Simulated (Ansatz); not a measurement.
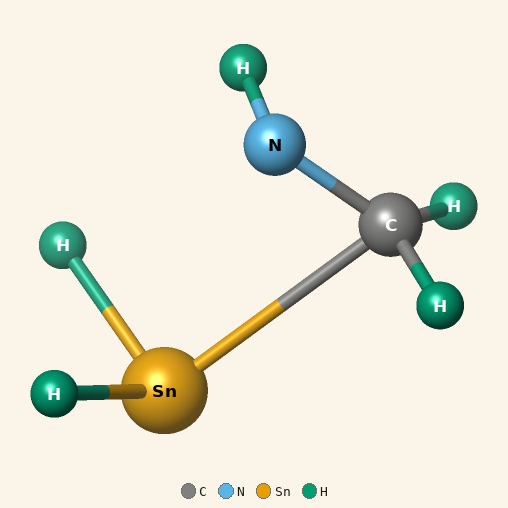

The picture shows a molecular structure as a ball-and-stick model. Every bond is drawn as one stick, whatever its order.

The computed structure is the end point of a PBE0-D4/def2-TZVP optimisation.

> Which formula does it have?

CH5NSn, 8 atoms: 1 carbon, 5 hydrogen, 1 nitrogen and 1 tin.

> Which point group does it belong to?

C1.

> How many bonds of each kind are drawn?

2 C–H, 2 Sn–H, 1 C–N, 1 N–H, 1 C–Sn. Sticks follow a distance rule.

More results for the same structure follow; atom numbers are the same in all pictures, views and colours differ.

Vibrations

Harmonic vibrations computed with RKS PBE0-D4/def2-TZVP, core potentials on Sn (Ansatz 0.2.0) at a stationary point of the same level.

> List the wavenumbers.

18 modes: 140, 163, 254, 444, 460, 530, 751, 1034, 1051, 1098, 1349, 1434, 1604, 1754, 1791, 3067, 3165, 3486 cm⁻¹.

Dipole moment

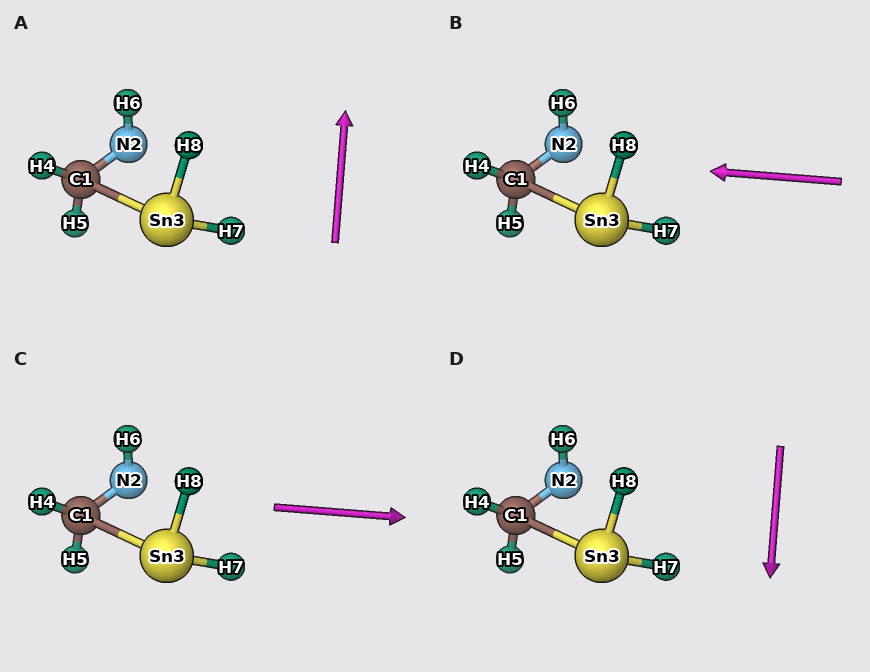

The same molecule four times, each with an arrow. Properties computed with RKS B3LYP-D4/def2-TZVPP, core potentials on Sn (Ansatz 0.2.0).

> Which arrow points along the dipole moment, from the negative to the positive end?

B. The dipole moment is 2.50 D; it points from the side of H7 to the side of H4 (the outermost atoms at the two ends).

Thermal motion

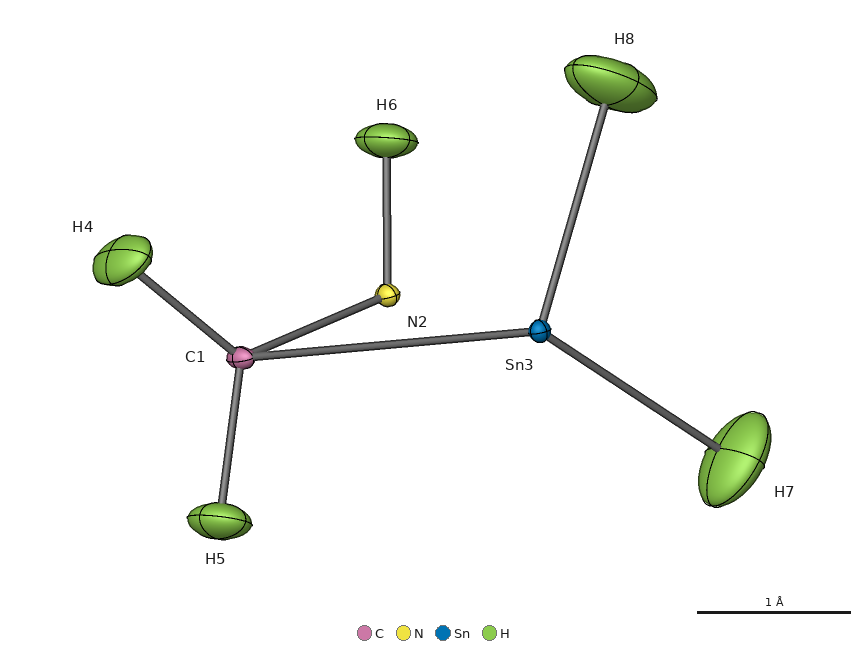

Displacement ellipsoids at the 50 % level, from the internal vibrations of the free molecule (harmonic, no overall translation or rotation; no half-axis is drawn under 0.075 Å). Vibrations computed with RKS PBE0-D4/def2-TZVP, core potentials on Sn (Ansatz 0.2.0). Temperature: 0 K (zero-point motion alone).

> Which atom moves most?

H7, with U_eq = 0.0322 Å².

> Does H4 move more along its bond or across it?

Across it: the root-mean-square amplitude is 0.078 Å along the bond and up to 0.181 Å across, since bending and torsion are softer than stretching.

Give the displacement parameters, one line for each set of equivalent atoms.

```tsv
atom	U_eq (Å²)	rms amplitudes (Å)
C1	0.0026	0.026, 0.030, 0.078
N2	0.0020	0.024, 0.029, 0.069
Sn3	0.00007	0.003, 0.004, 0.014
H4	0.0177	0.077, 0.120, 0.181
H5	0.0151	0.076, 0.119, 0.159
H6	0.0147	0.072, 0.120, 0.156
H7	0.0322	0.097, 0.191, 0.226
H8	0.0300	0.097, 0.183, 0.217
```
